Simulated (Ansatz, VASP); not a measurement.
# CeCl: VASP beside Ansatz

Wanted: the spread between two codes on one cell, functional and k mesh. The cell is invented: As first built, before any earlier steps moved the atoms: it takes the SmI structure with all of its atoms replaced by other elements, volume scaled by an estimate. It may not be a known or stable phase. The cell comes out of earlier VASP steps on this material, which relaxed, scaled or displaced it; both programs get it as it stands.

Method: plane waves, with VASP 6.6.1 beside it; relaxation of cell and atoms at PBE and band structure at HSE06, in Ansatz 0.2.0.

In doubt: a part-filled 4f shell, where there is one, can sit in one of many states, so energies may not be the lowest and differences between runs may mislead; derivatives with an open 4f shell can jump between states, which bears on forces and vibrations.

### 1. Set-up

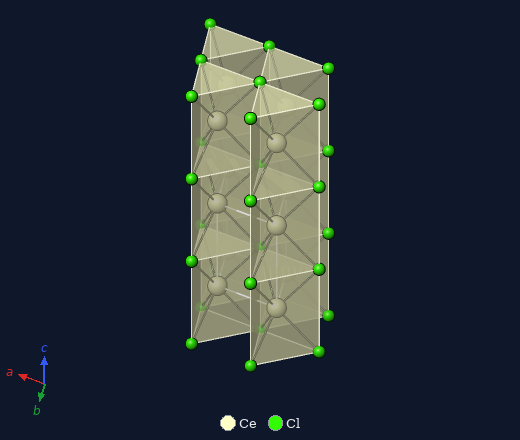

Start, viewed from a free direction; cerium light yellow, chlorine green. 1×1×2 cells are drawn. Some periodic images of atoms are drawn too.

Coordinates:

```cif
data_structure
_symmetry_space_group_name_H-M 'P-6m2'
_symmetry_Int_Tables_number 187
_cell_length_a 3.5137
_cell_length_b 3.5137
_cell_length_c 4.4703
_cell_angle_alpha 90.000
_cell_angle_beta 90.000
_cell_angle_gamma 120.000
_cell_volume 47.80
loop_
_atom_site_label
_atom_site_type_symbol
_atom_site_symmetry_multiplicity
_atom_site_Wyckoff_symbol
_atom_site_fract_x
_atom_site_fract_y
_atom_site_fract_z
_atom_site_occupancy
Ce1 Ce 1 a 0.00000 0.00000 0.00000 1
Cl1 Cl 1 d 0.33333 0.66667 0.50000 1
```

### 2. VASP: relaxation of cell and atoms, PBE

The relaxed volume is the usual yardstick between codes: its relative difference is about their pressure difference at one cell divided by the bulk modulus.

Lines of VASP's logs that name or quote its potential files are left out, and so is its time.

INCAR

```
SYSTEM = CeCl
PREC = Accurate
ENCUT = 400
EDIFF = 1E-06
NELM = 100
ISMEAR = -1
SIGMA = 0.05
LREAL = .FALSE.
ALGO = Normal
GGA = PE
ISPIN = 2
MAGMOM = 1 0
LMAXMIX = 6
LORBIT = 11
LWAVE = .FALSE.
LCHARG = .FALSE.
KPAR = 4
IBRION = 2
NSW = 60
ISIF = 3
EDIFFG = -0.01
```

POSCAR

```
CeCl
1.0
    3.5137458711      0.0000000000      0.0000000000
   -1.7568729355      3.0429932333      0.0000000000
    0.0000000000      0.0000000000      4.4702765051
Ce Cl
1 1
Direct
    0.0000000000      0.0000000000      0.0000000000
    0.3333333300      0.6666666700      0.5000000000
```

KPOINTS

```
Automatic mesh
0
Gamma
9 9 6
0 0 0
```

The projector-augmented-wave data sets are Ce and Cl (PBE family, release 64).

Command:

```
mpirun -np 4 vasp_std
```

Numbers of over 12 decimals in the logs are rounded to 6 here.

Output:

```text
[banner, memory and clock lines left out]
running    4 mpi-ranks, on    1 nodes
 distrk:  each k-point on    1 cores,    4 groups
 distr:  one band on    1 cores,    1 groups

 POSCAR found type information on POSCAR CeCl
 POSCAR found :  2 types and       2 ions
 LDA part: xc-table for (Slater+PW92), standard interpolation
 POSCAR, INCAR and KPOINTS ok, starting setup
 FFT: planning ... GRIDC
 FFT: planning ... GRID_SOFT
 FFT: planning ... GRID
 WAVECAR not read
 entering main loop
       N       E                     dE             d eps       ncg     rms          rms(c)
DAV:   1     0.153053679869E+03    0.15305E+03   -0.71285E+03  2688   0.132E+03
DAV:   2     0.639042142666E+01   -0.14666E+03   -0.14080E+03  3780   0.227E+02
DAV:   3    -0.924865719424E+01   -0.15639E+02   -0.15344E+02  3558   0.100E+02
DAV:   4    -0.106058182923E+02   -0.13572E+01   -0.12351E+01  4380   0.200E+01
DAV:   5    -0.106749872538E+02   -0.69169E-01   -0.68845E-01  4156   0.516E+00    0.675E+00
DAV:   6    -0.104543570248E+02    0.22063E+00   -0.10726E+00  4612   0.698E+00    0.402E+00
DAV:   7    -0.104538249008E+02    0.53212E-03   -0.45526E-01  4654   0.462E+00    0.310E+00
DAV:   8    -0.104312761554E+02    0.22549E-01   -0.47214E-01  4490   0.437E+00    0.208E+00
DAV:   9    -0.104363398832E+02   -0.50637E-02   -0.10622E-01  4434   0.193E+00    0.844E-01
DAV:  10    -0.104340856436E+02    0.22542E-02   -0.15597E-02  4526   0.900E-01    0.417E-01
DAV:  11    -0.104339598195E+02    0.12582E-03   -0.62386E-03  4072   0.516E-01    0.157E-01
DAV:  12    -0.104341401592E+02   -0.18034E-03   -0.11862E-03  4914   0.247E-01    0.735E-02
DAV:  13    -0.104341623060E+02   -0.22147E-04   -0.18856E-04  4342   0.107E-01    0.323E-02
DAV:  14    -0.104341739139E+02   -0.11608E-04   -0.42299E-05  4036   0.538E-02    0.186E-02
DAV:  15    -0.104341773111E+02   -0.33972E-05   -0.12699E-05  4062   0.295E-02    0.551E-03
DAV:  16    -0.104341786587E+02   -0.13476E-05   -0.10018E-06  2820   0.974E-03    0.481E-03
DAV:  17    -0.104341790984E+02   -0.43975E-06   -0.64196E-07  2532   0.733E-03
   1 F= -.10434179E+02 E0= -.10411943E+02  d E =-.104342E+02  mag=     1.2644
 curvature:   0.00 expect dE= 0.000E+00 dE for cont linesearch  0.000E+00
 trial: gam= 0.00000 g(F)=  0.790E-43 g(S)=  0.824E-04 ort = 0.000E+00 (trialstep = 0.100E+01)
 search vector abs. value=  0.824E-04
 bond charge predicted
       N       E                     dE             d eps       ncg     rms          rms(c)
DAV:   1    -0.104365907833E+02   -0.24121E-02   -0.32861E-02  3752   0.150E+00    0.540E-01
DAV:   2    -0.104393454932E+02   -0.27547E-02   -0.95118E-02  3866   0.183E+00    0.107E+00
DAV:   3    -0.104342275624E+02    0.51179E-02   -0.33394E-02  4002   0.115E+00    0.448E-02
DAV:   4    -0.104342533989E+02   -0.25837E-04   -0.13202E-03  4498   0.223E-01    0.497E-02
DAV:   5    -0.104342321143E+02    0.21285E-04   -0.70221E-05  3724   0.633E-02    0.354E-02
DAV:   6    -0.104342274449E+02    0.46694E-05   -0.58041E-05  4620   0.467E-02    0.151E-02
DAV:   7    -0.104342275599E+02   -0.11500E-06   -0.10004E-05  5204   0.168E-02    0.716E-03
DAV:   8    -0.104342281401E+02   -0.58019E-06   -0.59377E-07  2052   0.539E-03
   2 F= -.10434228E+02 E0= -.10412120E+02  d E =-.490417E-04  mag=     1.2615
 trial-energy change:   -0.000049  1 .order   -0.000029   -0.000082    0.000025
 step:   0.8837(harm=  0.7670)  dis= 0.00000  next Energy=   -10.434230 (dE=-0.505E-04)
 reached required accuracy - stopping structural energy minimisation
```

OUTCAR, selected parts (step 2):

```text
ion  position               nearest neighbor table
   1  0.000  0.000  0.000-
   2  0.333  0.667  0.500-

  LATTYP: Found a hexagonal cell.
 ALAT       =     3.5137458711
 C/A-ratio  =     1.2722253313

 Subroutine GETGRP returns: Found 12 space group operations
 (whereof 12 operations were pure point group operations)

The static configuration has the point symmetry D_3h.

 Found     48 irreducible k-points:

   k-points           NKPTS =     48   k-points in BZ     NKDIM =     48   number of bands    NBANDS=     14

   dimension x,y,z NGX =    24 NGY =   24 NGZ =   30
   dimension x,y,z NGXF=    48 NGYF=   48 NGZF=   60

   ENCUT  =  400.0 eV  29.40 Ry    5.42 a.u.   5.73  5.73  7.29*2*pi/ulx,y,z

   NELECT =      19.0000    total number of electrons

 k-points in reciprocal lattice and weights: Automatic mesh
   0.00000000  0.00000000  0.00000000       0.002
   0.11111111 -0.00000000  0.00000000       0.012
   0.22222222 -0.00000000  0.00000000       0.012
   0.33333333  0.00000000  0.00000000       0.012
   0.44444444 -0.00000000  0.00000000       0.012
   0.11111111  0.11111111  0.00000000       0.012
   0.22222222  0.11111111  0.00000000       0.025
   0.33333333  0.11111111  0.00000000       0.025
   0.44444444  0.11111111  0.00000000       0.012
[...]
0.33333333  0.22222222  0.50000000       0.025
   0.33333333  0.33333333  0.50000000       0.004

 average (electrostatic) potential at core
       1 -75.5238       2 -89.8262

 E-fermi :   8.4478

 spin component 1
 k-point     1 :       0.0000    0.0000    0.0000
  band No.  band energies     occupation
    ...
      6       2.5695      1.00000
      7       3.4974      1.00000
      8       3.4974      1.00000
      9       6.1693      1.00000
     10       8.0748      0.99943
     11       8.5981      0.04721
     12       8.5981      0.04721
     13       8.6760      0.01032
     14       8.8517      0.00031

 k-point     2 :       0.1111   -0.0000    0.0000
  band No.  band energies     occupation
    ...
      6       2.4534      1.00000
      7       3.0724      1.00000
      8       3.4631      1.00000
      9       6.5510      1.00000
     10       8.0782      0.99938
     11       8.5672      0.08411
     12       8.6222      0.02970
     13       8.7159      0.00467
     14       8.8285      0.00049

 k-point     3 :       0.2222   -0.0000    0.0000
  band No.  band energies     occupation
    ...
      6       2.1646      1.00000
      7       2.2052      1.00000
      8       3.3692      1.00000
      9       7.1455      1.00000
     10       8.1092      0.99886
     11       8.5065      0.23641
     12       8.6907      0.00771
     13       8.7477      0.00248
     14       8.7816      0.00126

 k-point     4 :       0.3333    0.0000    0.0000
  band No.  band energies     occupation
    ...
      6       1.4089      1.00000
      7       1.8425      1.00000
      8       3.2547      1.00000
      9       6.8790      1.00000
     10       8.4216      0.62835
     11       8.4931      0.28808
     12       8.6823      0.00910
     13       8.7869      0.00113
     14       8.8358      0.00043

 k-point     5 :       0.4444   -0.0000    0.0000
  band No.  band energies     occupation
    ...
      6       0.9492      1.00000
      7       1.6345      1.00000
      8       3.1774      1.00000
      9       6.5671      1.00000
     10       8.3478      0.88082
     11       8.6067      0.04004
     12       8.6549      0.01566
     13       8.8650      0.00024
     14       8.8663      0.00023

 k-point     6 :       0.1111    0.1111    0.0000
  band No.  band energies     occupation
    ...
      6       2.2528      1.00000
      7       2.4825      1.00000
      8       3.3507      1.00000
      9       7.1602      1.00000
     10       7.9831      0.99991
     11       8.5234      0.18080
     12       8.6660      0.01257
     13       8.7515      0.00230
     14       8.7652      0.00175

  Total        0.0102810      0.0102810      0.0104740      0.0000000      0.0000000     -0.0000000
  in kB        0.3454557      0.3454557      0.3519399      0.0000000      0.0000000     -0.0000000
  external PRESSURE =       0.3476171 kB  Pullay stress =       0.0000000 kB

  energy-cutoff  :      400.00
  volume of cell :       47.68
      direct lattice vectors                 reciprocal lattice vectors
     3.511201714 -0.000000000  0.000000000     0.284802777  0.164430958 -0.000000000
    -1.755600857  3.040789928  0.000000000     0.000000000  0.328861915 -0.000000000
     0.000000000  0.000000000  4.465943117    -0.000000000 -0.000000000  0.223916869

 POSITION                                       TOTAL-FORCE (eV/Angst)
 -----------------------------------------------------------------------------------
     -0.00000      0.00000      0.00000        -0.000000      0.000000      0.000000
     -0.00000      2.02719      2.23297         0.000000     -0.000000      0.000000
 -----------------------------------------------------------------------------------
    total drift:                                0.000017     -0.000010     -0.000000

  FREE ENERGIE OF THE ION-ELECTRON SYSTEM (eV)
  ---------------------------------------------------
  free  energy   TOTEN  =       -10.4342281401 eV

  energy  without entropy=      -10.3900114073  energy(sigma->0) =      -10.41211977

 reached required accuracy - stopping structural energy minimisation

 total charge
# of ion       s       p       d       f       tot
--------------------------------------------------
    1        2.028   5.648   0.935   1.141   9.752
    2        1.595   3.528   0.000   0.000   5.123
--------------------------------------------------
tot          3.622   9.176   0.935   1.141  14.875

 magnetization (x)
# of ion       s       p       d       f       tot
--------------------------------------------------
    1        0.003   0.002   0.117   0.907   1.029
    2       -0.000  -0.011   0.000   0.000  -0.011
--------------------------------------------------
tot          0.003  -0.009   0.117   0.907   1.019

[... 6 further parts left out ...]
```

CONTCAR:

```
CeCl
   1.00000000000000
     3.5112017137185991   -0.0000000000000418    0.0000000000000000
    -1.7556008568093719    3.0407899282755291    0.0000000000000000
     0.0000000000000000    0.0000000000000000    4.4659431165584698
  Ce              Cl
     1     1
Direct
     0.0000000000000000    0.0000000000000000    0.0000000000000000
     0.3333333300000021    0.6666666699999979    0.5000000000000000
```

[end of part 1 of 2]

[Lines on the potential files, build, host, timing and source positions are cut from VASP's logs without a mark.]

[Logs are printed without paths, hosts, clocks, repeated set-up lines and the standing remarks that a program may print on its own settings, such as how far it seeks lower states.]

[Hosts, paths, dates, database ids (printed as entryN), source tags and the programs' standing remarks are cut or masked in the printed files.]
